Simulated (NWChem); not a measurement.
# ClFH2SSn: a chain of runs

We compute the energy (singlet ClFH2SSn, B97-D-own D2/3-21G), then the energy (singlet ClFSn, B97-D-own D2/3-21G), then the energy (singlet H2S, B97-D-own D2/3-21G), then a single-point energy (singlet ClFSn, B97-D-own D2/3-21G), then the energy (singlet H2S, B97-D-own D2/3-21G) of ClFH2SSn and its partners. 

The calculation is run with NWChem 7.3.0.

## (1) The structure to begin with

The species is ClFH2SSn (6 atoms), typed as a singlet with charge 0.

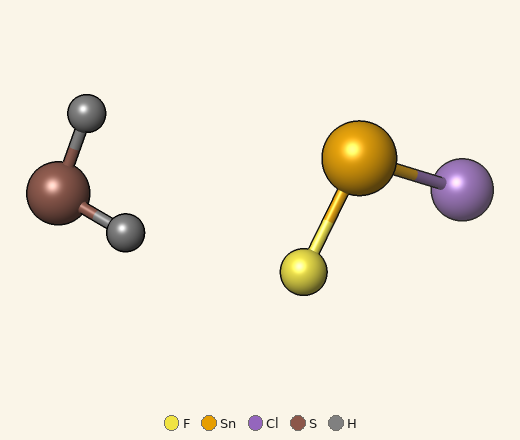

The structure, seen from a chosen angle (fluorine yellow, tin amber, chlorine purple, sulfur brown, hydrogen grey).

## (2) A single-point energy at B97-D-own D2/3-21G (pair key 8de0b3c47f, separation 1.1) (run 1)

The input, test.nw:

```
echo
start test
title "ClFH2SSn"
memory stack 880 mb heap 220 mb global 1100 mb

geometry units atomic noautosym nocenter noautoz
  F  -2.61902813  0.46241598 -1.39839733
  Sn  0.31741730  1.73798112  0.36868557
  Cl  2.30162973 -2.20039710  1.02971177
  S  -3.10037917  5.75270427 -6.65416032
  H  -4.16397372  4.77291907 -4.57272148
  H  -1.54479442  7.21915064 -5.29253706
end

basis spherical bse
  F library 3-21G
  Sn library 3-21G
  Cl library 3-21G
  S library 3-21G
  H library 3-21G
end

dft
  xc becke97-d
  grid fine
  convergence energy 1e-08
  iterations 100
  mulliken
  print low
end

task dft energy
```

The run is started by

```bash
nwchem test.nw > test.out
```

Standard output, cut to the lines that bear on the results:

```text
[...]
 d= 0,ls=0.0,diis     1  -6956.8962905521 -7.46D+03  5.43D-02  9.89D-01     1.2
[...]
 d= 0,ls=0.0,diis    13  -6957.0431020162 -5.91D-11  3.41D-08  3.68D-12    11.0
         Total DFT energy =    -6957.043102016176
      One electron energy =   -10600.613467845864
           Coulomb energy =     3370.577257059484
    Exchange-Corr. energy =     -229.844890875600
 Nuclear repulsion energy =      502.841026428024
    Dispersion correction =       -0.003026782219
[...]
      Total Density - Mulliken Population Analysis
     ---------------------------------------------
    Atom       Charge   Shell Charges
 -----------   ------   -------------------------------------------------------
    1 F    9     9.36   1.98  0.45  2.48  1.54  2.91
    2 Sn  50    49.20   2.00  2.00  6.00  2.00  5.99  2.00  5.95  1.20  1.02  0.71  0.34 10.00  9.99
    3 Cl  17    17.45   2.00  1.95  5.90  1.17  3.07  0.89  2.47
    4 S   16    16.18   2.00  1.96  5.88  1.07  2.53  0.90  1.84
    5 H    1     0.90   0.46  0.44
    6 H    1     0.91   0.46  0.45
[...]
```

It took 12 s on 1 thread of Intel Xeon Platinum 8375C at 2.90GHz (Ice Lake), shared host; peak memory 0.12 GiB.

## (3) ClFSn: a single-point energy at B97-D-own D2/3-21G (pair key 8de0b3c47f, separation 1.1) (run 2)

The input, sp.nw:

```
start sp
title "ClFSn B97-D"
memory total 2200 mb

geometry noautosym nocenter noautoz
   F       -1.385930       0.244700      -0.740000
   Sn       0.167970       0.919700       0.195100
   Cl       1.217970      -1.164400       0.544900
end

basis spherical bse
   * library 3-21G
end

dft
   xc becke97-d
   grid fine
   convergence energy 1e-08
   iterations 100
   mulliken
   print low
end

task dft energy
```

The run is started by

```bash
nwchem sp.nw > sp.out
```

Standard output, cut to the lines that bear on the results:

```text
[...]
 d= 0,ls=0.0,diis     1  -6559.5060095853 -6.90D+03  7.07D-02  8.12D-01     0.7
[...]
 d= 0,ls=0.0,diis    12  -6559.6258553845 -8.28D-11  5.37D-08  2.43D-12     5.8
         Total DFT energy =    -6559.625855384509
      One electron energy =    -9724.149109275446
           Coulomb energy =     3029.216897644924
    Exchange-Corr. energy =     -203.451245638549
 Nuclear repulsion energy =      338.758428971900
    Dispersion correction =       -0.000827087337
[...]
      Total Density - Mulliken Population Analysis
     ---------------------------------------------
    Atom       Charge   Shell Charges
 -----------   ------   -------------------------------------------------------
    1 F    9     9.35   1.98  0.45  2.48  1.54  2.90
    2 Sn  50    49.19   2.00  2.00  6.00  2.00  5.99  2.00  5.95  1.20  1.01  0.71  0.33 10.00  9.99
    3 Cl  17    17.45   2.00  1.95  5.90  1.17  3.07  0.89  2.47
[...]
```

It took 6.6 s on 1 thread of Intel Xeon Platinum 8375C at 2.90GHz (Ice Lake), shared host; peak memory 0.11 GiB.

## (4) H2S: the energy at B97-D-own D2/3-21G (pair key 8de0b3c47f, separation 1.1) (run 3)

The input, geom.nw:

```
START geom
TITLE "H2S B97-D"
memory stack 880 mb heap 220 mb global 1100 mb

GEOMETRY units bohr noautosym nocenter noautoz
   S     -3.10037917     5.75270427    -6.65416032
   H     -4.16397372     4.77291907    -4.57272148
   H     -1.54479442     7.21915064    -5.29253706
END

BASIS spherical bse
   * library 3-21G
END

DFT
   xc becke97-d
   grid fine
   convergence energy 1e-08
   maxiter 100
   mulliken
   noprint "final vectors analysis"
END

TASK dft energy
```

The run is started by

```bash
nwchem geom.nw > geom.out
```

Standard output, cut to the lines that bear on the results:

```text
[...]
          Wavefunction type:  closed shell.
          No. of atoms     :     3
          No. of electrons :    18
[...]
          Charge           :     0
          Spin multiplicity:     1
[...]
          AO basis - number of functions:    17
[...]
              XC Information
              --------------
                   Becke 97-D Method XC Functional
                  Becke 1997-D Exchange Functional  1.000
                Becke 1997-D Correlation Potential  1.000
[...]
 d= 0,ls=0.0,diis     1   -397.3882770587 -4.10D+02  4.36D-02  1.72D-01     0.2
[...]
 d= 0,ls=0.0,diis     6   -397.4142805539 -8.15D-09  1.05D-06  8.01D-11     0.8
         Total DFT energy =     -397.414280553876
      One electron energy =     -574.609616426727
           Coulomb energy =      190.693103807829
    Exchange-Corr. energy =      -26.396393016182
 Nuclear repulsion energy =       12.899060474122
    Dispersion correction =       -0.000435392917
[...]
      Total Density - Mulliken Population Analysis
     ---------------------------------------------
    Atom       Charge   Shell Charges
 -----------   ------   -------------------------------------------------------
    1 S   16    16.19   2.00  1.96  5.88  1.07  2.53  0.90  1.85
    2 H    1     0.91   0.46  0.45
    3 H    1     0.91   0.46  0.45
[...]
```

It took 1.4 s on 1 thread of Intel Xeon Platinum 8375C at 2.90GHz (Ice Lake), shared host; peak memory 0.11 GiB.

## (5) ClFSn among ghost functions: the energy at B97-D-own D2/3-21G (pair key 8de0b3c47f, separation 1.1, with ghost functions) (run 4)

The input, m1.nw:

```
START m1
TITLE "ClFSn"
memory 2200 mb
GEOMETRY units angstroms noautosym nocenter noautoz
F    -1.385930    0.244700   -0.740000
Sn    0.167970    0.919700    0.195100
Cl    1.217970   -1.164400    0.544900
bqS     -1.640650     3.044200    -3.521230
bqH     -2.203480     2.525720    -2.419780
bqH     -0.817470     3.820210    -2.800690
END
BASIS spherical bse
F library 3-21G
Sn library 3-21G
Cl library 3-21G
bqS library S 3-21G
bqH library H 3-21G
END
DFT
xc becke97-d
grid fine
convergence energy 1e-08
iterations 100
mulliken
print low
END
TASK dft
```

The run is started by

```bash
nwchem m1.nw > m1.out
```

Standard output, cut to the lines that bear on the results:

```text
[...]
 d= 0,ls=0.0,diis     1  -6559.5070398369 -6.90D+03  5.33D-02  8.12D-01     1.2
[...]
 d= 0,ls=0.0,diis    12  -6559.6267900158 -1.18D-10  4.50D-08  2.69D-12     9.8
         Total DFT energy =    -6559.626790015791
      One electron energy =    -9724.123990975628
           Coulomb energy =     3029.189580549204
    Exchange-Corr. energy =     -203.449981473930
 Nuclear repulsion energy =      338.758428971900
    Dispersion correction =       -0.000827087337
[...]
      Total Density - Mulliken Population Analysis
     ---------------------------------------------
    Atom       Charge   Shell Charges
 -----------   ------   -------------------------------------------------------
    1 F    9     9.35   1.98  0.45  2.48  1.54  2.90
    2 Sn  50    49.19   2.00  2.00  6.00  2.00  5.99  2.00  5.95  1.20  1.02  0.71  0.33 10.00  9.99
    3 Cl  17    17.45   2.00  1.95  5.90  1.17  3.07  0.89  2.47
    4 X    0    -0.00   0.00  0.00 -0.00  0.00 -0.00 -0.00 -0.00
    5 X    0     0.00  -0.00  0.00
    6 X    0     0.00   0.00  0.00
[...]
```

Wall time 11 s (1 thread of Intel Xeon Platinum 8375C at 2.90GHz (Ice Lake), shared host); peak memory 0.12 GiB.

## (6) H2S among ghost functions: the energy at B97-D-own D2/3-21G (pair key 8de0b3c47f, separation 1.1, with ghost functions) (run 5)

The input, h2s.nw:

```
START h2s
TITLE "H2S B97-D"
memory total 2200 mb

GEOMETRY units angstroms noautosym nocenter noautoz
S       -1.640650       3.044200      -3.521230
H       -2.203480       2.525720      -2.419780
H       -0.817470       3.820210      -2.800690
bqF     -1.385930     0.244700    -0.740000
bqSn     0.167970     0.919700     0.195100
bqCl     1.217970    -1.164400     0.544900
END

BASIS spherical bse
S library 3-21G
H library 3-21G
bqF library F 3-21G
bqSn library Sn 3-21G
bqCl library Cl 3-21G
END

DFT
xc becke97-d
grid fine
convergence energy 1e-08
iterations 100
mulliken
noprint "final vectors analysis"
END

TASK dft
```

The run is started by

```bash
nwchem h2s.nw > h2s.out
```

Standard output, cut to the lines that bear on the results:

```text
[...]
          Wavefunction type:  closed shell.
          No. of atoms     :     6
          No. of electrons :    18
[...]
          Charge           :     0
          Spin multiplicity:     1
[...]
          AO basis - number of functions:    70
[...]
              XC Information
              --------------
                   Becke 97-D Method XC Functional
                  Becke 1997-D Exchange Functional  1.000
                Becke 1997-D Correlation Potential  1.000
[...]
 d= 0,ls=0.0,diis     1   -397.3890775494 -4.10D+02  1.05D-02  1.72D-01     0.8
[...]
 d= 0,ls=0.0,diis     6   -397.4150534688 -9.35D-09  2.82D-07  7.72D-11     4.3
         Total DFT energy =     -397.415053468780
      One electron energy =     -574.587923473205
           Coulomb energy =      190.668278610793
    Exchange-Corr. energy =      -26.394034605781
 Nuclear repulsion energy =       12.899061392122
    Dispersion correction =       -0.000435392709
[...]
      Total Density - Mulliken Population Analysis
     ---------------------------------------------
    Atom       Charge   Shell Charges
 -----------   ------   -------------------------------------------------------
    1 S   16    16.18   2.00  1.96  5.88  1.07  2.53  0.89  1.85
    2 H    1     0.90   0.46  0.45
    3 H    1     0.91   0.46  0.45
    4 X    0     0.00   0.00  0.00 -0.00 -0.00  0.00
    5 X    0     0.01  -0.00 -0.00 -0.00 -0.00 -0.00 -0.00  0.00 -0.00 -0.00  0.00  0.01 -0.00  0.00
    6 X    0    -0.00   0.00 -0.00 -0.00 -0.00  0.00 -0.00 -0.00
[...]
```

Wall time 5.1 s (1 thread of Intel Xeon Platinum 8375C at 2.90GHz (Ice Lake), shared host); peak memory 0.12 GiB.

## (7) What came out

| quantity | value |
| --- | --- |
| run 1, B97-D-own D2/3-21G: total energy | -6957.04310 Eh |
| run 1, B97-D-own D2/3-21G: dispersion energy | -7.95 kJ/mol |
| ClFSn: total energy | -6559.62586 Eh |
| ClFSn: dispersion energy | -2.17 kJ/mol |
| H2S: total energy | -397.41428 Eh |
| H2S: dipole moment | 1.82 D |
| H2S: dispersion energy | -1.14 kJ/mol |
| ClFSn among ghost functions: total energy | -6559.62679 Eh |
| ClFSn among ghost functions: dispersion energy | -2.17 kJ/mol |
| H2S among ghost functions: total energy | -397.41505 Eh |
| H2S among ghost functions: dipole moment | 1.76 D |
| H2S among ghost functions: dispersion energy | -1.14 kJ/mol |
| interaction energy of the rigid parts ClFSn and H2S (parts in their own basis) | -0.081 eV |
| interaction energy of the rigid parts ClFSn and H2S (parts in the whole basis, counterpoise) | -0.034 eV |

In words: The interaction energy of the rigid parts ClFSn and H2S (parts in their own basis) is −0.08 eV (−1.9 kcal/mol): the parts attract. The interaction energy of the rigid parts ClFSn and H2S (parts in the whole basis, counterpoise) is −0.03 eV (−3.3 kJ/mol): the parts attract. The basis-set superposition error is 4.5 kJ/mol. Mulliken charges (run 1, B97-D-own D2/3-21G) run from -0.45 on Cl3 to +0.80 on Sn2; they depend strongly on the basis. Relativity is left out although the molecule holds a heavy atom.
